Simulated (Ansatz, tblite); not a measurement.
# In13P13 zinc blende bond sphere (In13P13H30): which spin state is lowest

Aim: set other spin states of In13P13 zinc blende bond sphere (In13P13H30) against its singlet, on many levels of theory.

Computed with Ansatz 0.2.0, Gaussian basis. Level: as each input shows.

Levels to be run: triplet, at the geometry of the singlet (GFN1-xTB, GFN2-xTB, PBE0-D4/def2-TZVP, PBE-D4/def2-TZVP); the singlet's energies come from earlier runs.

1 further run of the same task is left out (set aside as unsound or not needed).

**1. The relaxed structure**

The singlet was relaxed beforehand with PBE-D4/def2-SVP.

56 atoms, charge 0, spin multiplicity 1.

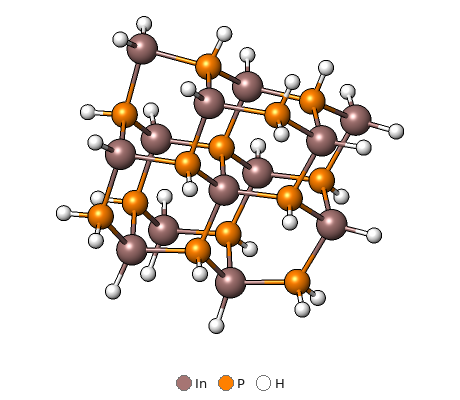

The geometry (indium brown, phosphorus orange, hydrogen white).

In takes a core potential in the def2 sets. No spin-orbit coupling is included.

**2. Triplet at the fixed geometry, GFN1-xTB**

Tight binding, by tblite at 300 K electronic temperature and without a spin-polarisation term:

```python
tblite.interface.Calculator('GFN1-xTB', numbers, positions, charge=0, uhf=2).singlepoint()
```

Energy -1928.2015 eV; 1.2 s.

**3. Triplet at the fixed geometry, GFN2-xTB**

Tight binding, by tblite at 300 K electronic temperature and without a spin-polarisation term:

```python
tblite.interface.Calculator('GFN2-xTB', numbers, positions, charge=0, uhf=2).singlepoint()
```

Energy -1742.2880 eV; 0.95 s.

**4. Triplet at the fixed geometry, PBE0-D4/def2-TZVP**

in.yaml

```yaml
crystal:
  periodic: [false, false, false]
  atoms:
    - {symbol: In, position_ang: [-2.279494, -2.277739, -0.690441]}
    - {symbol: In, position_ang: [-2.394816, 0.897887, -3.785309]}
    - {symbol: In, position_ang: [-5.450119, 0.799515, -0.794247]}
    - {symbol: In, position_ang: [-2.276422, 0.693366, 2.279697]}
    - {symbol: In, position_ang: [-2.391920, 3.787111, -0.896992]}
    - {symbol: In, position_ang: [0.895136, -2.393605, -3.786815]}
    - {symbol: In, position_ang: [0.795550, -5.450212, -0.797229]}
    - {symbol: In, position_ang: [0.692402, -2.277962, 2.278189]}
    - {symbol: In, position_ang: [3.785184, -2.394413, -0.899663]}
    - {symbol: In, position_ang: [0.677334, 0.676920, -0.678046]}
    - {symbol: In, position_ang: [0.901245, 3.786686, 2.391140]}
    - {symbol: In, position_ang: [3.788571, 0.896890, 2.389985]}
    - {symbol: In, position_ang: [0.802191, 0.798652, 5.449168]}
    - {symbol: P, position_ang: [-3.635211, -0.592271, -2.131806]}
    - {symbol: P, position_ang: [-0.595318, -3.633617, -2.133275]}
    - {symbol: P, position_ang: [-0.747509, -0.744936, -5.007045]}
    - {symbol: P, position_ang: [-0.776557, -0.776035, 0.776944]}
    - {symbol: P, position_ang: [-0.815181, 2.167279, -2.167443]}
    - {symbol: P, position_ang: [-3.632472, 2.135605, 0.595269]}
    - {symbol: P, position_ang: [-0.589495, 2.135072, 3.633358]}
    - {symbol: P, position_ang: [-0.741830, 5.007951, 0.743701]}
    - {symbol: P, position_ang: [2.166204, -0.815647, -2.168745]}
    - {symbol: P, position_ang: [2.133244, -3.634161, 0.592662]}
    - {symbol: P, position_ang: [2.136416, -0.593290, 3.632112]}
    - {symbol: P, position_ang: [5.008008, -0.745677, 0.740801]}
    - {symbol: P, position_ang: [2.169112, 2.166791, 0.812420]}
    - {symbol: H, position_ang: [-3.336199, -3.334108, 0.201292]}
    - {symbol: H, position_ang: [-3.227488, 1.905357, -4.929493]}
    - {symbol: H, position_ang: [-6.247136, -0.291590, 0.298411]}
    - {symbol: H, position_ang: [-6.143193, 1.930411, -1.924309]}
    - {symbol: H, position_ang: [-3.333188, -0.196766, 3.337354]}
    - {symbol: H, position_ang: [-3.224471, 4.931844, -1.903934]}
    - {symbol: H, position_ang: [1.901230, -3.226796, -4.931825]}
    - {symbol: H, position_ang: [-0.296461, -6.246949, 0.294665]}
    - {symbol: H, position_ang: [1.924790, -6.143665, -1.928661]}
    - {symbol: H, position_ang: [-0.198504, -3.334000, 3.335920]}
    - {symbol: H, position_ang: [4.928635, -3.227668, -1.907476]}
    - {symbol: H, position_ang: [1.908992, 4.931257, 3.222936]}
    - {symbol: H, position_ang: [4.933668, 1.904093, 3.221705]}
    - {symbol: H, position_ang: [-0.289676, -0.292111, 6.247817]}
    - {symbol: H, position_ang: [1.933453, 1.929335, 6.140679]}
    - {symbol: H, position_ang: [-4.407603, -1.426688, -3.007651]}
    - {symbol: H, position_ang: [-1.431866, -4.404528, -3.008393]}
    - {symbol: H, position_ang: [-1.543403, -1.539420, -5.895180]}
    - {symbol: H, position_ang: [-0.027347, -0.025399, -6.016352]}
    - {symbol: H, position_ang: [0.050668, 2.974749, -2.976309]}
    - {symbol: H, position_ang: [-4.402992, 3.012977, 1.429806]}
    - {symbol: H, position_ang: [-1.424368, 3.011087, 4.405072]}
    - {symbol: H, position_ang: [-1.536524, 5.897122, 1.538060]}
    - {symbol: H, position_ang: [-0.020916, 6.016188, 0.023589]}
    - {symbol: H, position_ang: [2.973940, 0.050145, -2.977407]}
    - {symbol: H, position_ang: [3.008867, -4.405952, 1.427865]}
    - {symbol: H, position_ang: [3.012602, -1.428587, 4.403160]}
    - {symbol: H, position_ang: [5.897757, -1.539754, 1.535214]}
    - {symbol: H, position_ang: [6.015774, -0.025455, 0.019262]}
    - {symbol: H, position_ang: [2.976690, 2.974711, -0.054207]}
basis:
  gaussian: {orbitals: def2-TZVP, fitting: {mean_field: def2-universal-jkfit}}
magnetization: {spin_polarized: true, initial_magnetization: 2}
hamiltonian: {xc: pbe0, dispersion: d4}
scf: {omitted_lower_state_checks: [starts]}
output: {orbitals: {seedname: orbitals}}
```

Started as:

```sh
> ansatz run in.yaml --threads 11 --pin off --events-out ev --progress --plain --max-ram 174080MiB --backend cuda --devices 0, --max-vram 75GiB
```

The program printed:

```text
Functional definition: PBE0
  name "PBE0"
  cite "Adamo & Barone, J. Chem. Phys. 110, 6158 (1999) doi:10.1063/1.478522"
  cite "Perdew, Burke & Ernzerhof, Phys. Rev. Lett. 77, 3865 (1996) doi:10.1103/PhysRevLett.77.3865"
  parent pbe
  parameter a = 0.25
  parameter kappa = 0.804
  parameter beta = 0.06672455060314922
  exchange = (1 - a)*pbe_x(kappa = kappa, mu = beta*pi^2/3) + a*exact_x
  correlation = pbe_c(beta = beta)
these checks for a lower state are left out or cut short: starts
5038 factors; integrals over basis functions are off by at most 6.2e-1 eV
mean field evaluation 1: about -188463.0623 eV, gradient 4.5e1 eV
mean field evaluation 2: about -188451.4219 eV, gradient 6.4e1 eV
mean field evaluation 4: about -188473.7427 eV, gradient 6.7e0 eV
mean field evaluation 8: about -188474.0970 eV, gradient 9.7e-1 eV
mean field evaluation 16: about -188474.1487 eV, gradient 1.1e-1 eV
mean field evaluation 32: about -188474.1498 eV, gradient 9.0e-4 eV
mean field -188474.14982811 eV, -6926.2972538158 hartree, gradient 6.9e-6 eV, S^2 2.005941; 0 other end points of the search recorded, 0 dependent functions left out
reference -188474.14997964 eV, -6926.2972593844 hartree; 250, 248 occupied and 1061, 1063 virtual orbitals, 5038 factors
Total energy: -188478.49199437 eV, -6926.4568254827 hartree
Checks for a lower state left out: starts
```

It took 66 s on 1 × H100 with 11 threads of AMD EPYC 7R13, shared host; peak host memory 2.5 GiB.

HOMO -2.87 eV, LUMO -6.01 eV (over both spins; with the spin held, an empty level of the minority spin lies below the top filled one); ⟨S²⟩ 2.006 (pure: 2.00).

**5. Triplet at the fixed geometry, PBE-D4/def2-TZVP**

start.molden holds the orbitals of an earlier run on this state, given as this run's starting guess.

Edit in.yaml of step 4 so:

```diff
@@ -60,5 +60,5 @@
 basis:
-  gaussian: {orbitals: def2-TZVP, fitting: {mean_field: def2-universal-jkfit}}
+  gaussian: {orbitals: def2-TZVP, fitting: {mean_field: def2-universal-jkfit}, initial_orbitals: start.molden}
 magnetization: {spin_polarized: true, initial_magnetization: 2}
-hamiltonian: {xc: pbe0, dispersion: d4}
+hamiltonian: {xc: pbe, dispersion: d4}
 scf: {omitted_lower_state_checks: [starts]}
```

The command is unchanged.

The program printed:

```text
Functional definition: PBE
  name "PBE"
  cite "Perdew, Burke & Ernzerhof, Phys. Rev. Lett. 77, 3865 (1996) doi:10.1103/PhysRevLett.77.3865"
  parent pbe
  parameter kappa = 0.804
  parameter beta = 0.06672455060314922
  exchange = pbe_x(kappa = kappa, mu = beta*pi^2/3)
  correlation = pbe_c(beta = beta)
these checks for a lower state are left out or cut short: starts
5038 factors; integrals over basis functions are off by at most 6.2e-1 eV
mean field evaluation 1: about -188462.3031 eV, gradient 2.0e1 eV
mean field evaluation 2: about -188463.2684 eV, gradient 1.3e0 eV
mean field evaluation 4: about -188463.3340 eV, gradient 2.4e-1 eV
mean field evaluation 8: about -188463.3061 eV, gradient 1.8e0 eV
mean field evaluation 16: about -188463.3395 eV, gradient 2.6e-5 eV
mean field -188463.33951343 eV, -6925.8999820790 hartree, gradient 1.9e-6 eV, S^2 2.001810; 0 other end points of the search recorded, 0 dependent functions left out
reference -188463.33971499 eV, -6925.8999894860 hartree; 250, 248 occupied and 1061, 1063 virtual orbitals, 5038 factors
Total energy: -188468.03778060 eV, -6926.0726402129 hartree
Checks for a lower state left out: starts
```

It took 36 s on 1 × H100 with 11 threads of AMD EPYC 7R13, shared host; peak host memory 2.4 GiB.

From the report: HOMO -2.50 eV, LUMO -5.93 eV (over both spins; with the spin held, an empty level of the minority spin lies below the top filled one); ⟨S²⟩ 2.002 (pure: 2.00).

**6. Triplet less singlet, vertical**

The singlet's energies are those of its earlier runs, whose logs aren't repeated here.

```tsv
level	triplet less singlet, vertical (eV)	time
GFN1-xTB	+2.548	1.9 s
GFN2-xTB	+2.875	1.7 s
PBE-D4/def2-TZVP	+3.381	47 s
PBE0-D4/def2-TZVP	+4.106	79 s
```

Times add the two runs; a level without a time comes out of a correlated run. Tight binding without a spin term can't rank spin states.

**7. Results**

| quantity | value |
| --- | --- |
| triplet less singlet, vertical, functionals in def2-TZVP | +3.381 (PBE-D4) to +4.106 eV (PBE0-D4) |

**Reading.** All functionals put the triplet above the singlet, over a spread of 0.725 eV. The checks for a lower triplet were left out, so another state of that spin may lie lower. These are electronic energies, without zero-point motion, entropy or surroundings.
